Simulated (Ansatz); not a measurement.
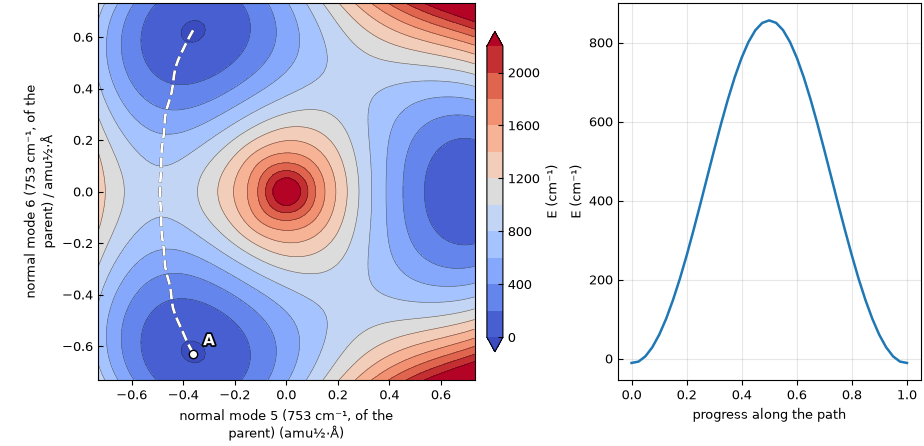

ClGaH₃, spin multiplicity 2. 
- First axis: normal mode 5 (753 cm⁻¹, of the parent). Second axis: normal mode 6 (753 cm⁻¹, of the parent).
- Nothing is relaxed (straight displacements along the two mass-weighted modes).
- The grid has 15 × 15 points; 120 points were computed and 105 follow by symmetry.
- Points are written as (first, second).
- Energies: cm⁻¹, counted from the lowest grid point.
- Near the degeneracy a single determinant is a rough description.
- These are results of UKS PBE0-D4/def2-SVPD (Ansatz 0.2.0), not measurements.

Drawn: filled contours, a line along the lowest path, one colour for all values above the top of the scale, the energy along the path at the right, the start A. Between grid points the surface is interpolated.

> Describe the path and its barrier.

The easiest path leads from the well at about (−0.36 amu½·Å, −0.63 amu½·Å) to a well of about the same depth at about (−0.36 amu½·Å, 0.63 amu½·Å). Its highest point lies about 870 cm⁻¹ above the bottom of the first well on the interpolated surface, at about (−0.49 amu½·Å, 0.00 amu½·Å). This is the barrier on the constrained surface; relaxing the other coordinates would change it.
